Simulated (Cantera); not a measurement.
A closed system holds: 1 mol FeCl3, 30 mol N2, equilibrated at 20000 Pa.

Cantera equilibrium calculation (NASA polynomials, part measured and part estimated; ideal gas, pure solids and liquids). Candidate condensed phases: Fe, FeCl2, FeCl3; 10 gas species. Rates play no part.

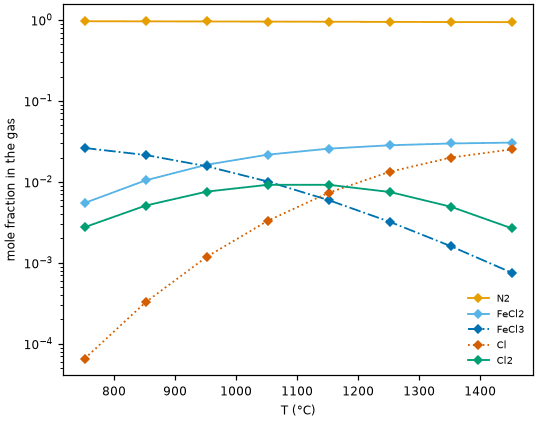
Figure: Equilibrium gas composition (values under 1e-9 drawn at 1e-9)

**Question.** Read off the mole fractions at 952 °C.

**Answer.** N2 about 0.96, FeCl2 about 0.016, FeCl3 about 0.016, Cl2 about 0.0076, Cl about 0.0012.
